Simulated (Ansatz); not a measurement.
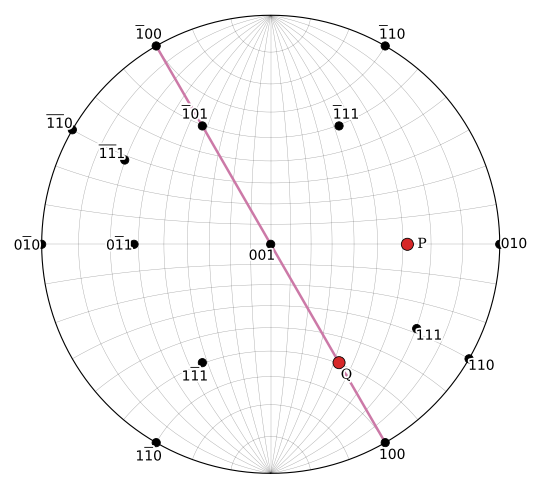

For Ho, the input geometry of an electronic-structure calculation (not necessarily at equilibrium): stereographic projection of plane normals (upper hemisphere) centred on (0 0 1). Geometry calculated from the standardised cell; symmetry tolerance 0.002 Å.

a = 3.435 Å, b = 3.435 Å, c = 5.515 Å, α = 90.00°, β = 90.00°, γ = 120.00°.

### Index the poles marked P, Q.

P is (0 1 1), in four indices (0 1 −1 1), 61.7° from the centre; Q is (1 0 1), in four indices (1 0 −1 1), 61.7° from the centre.

### Which zone does the coloured great circle trace?

The zone [0 1 0]: its poles satisfy k = 0.

### What is the angle between the normals of (1 0 0) and (0 1 1), and what are their d_hkl = 1/|g|?

63.9°; d = 2.975 Å and 2.618 Å.
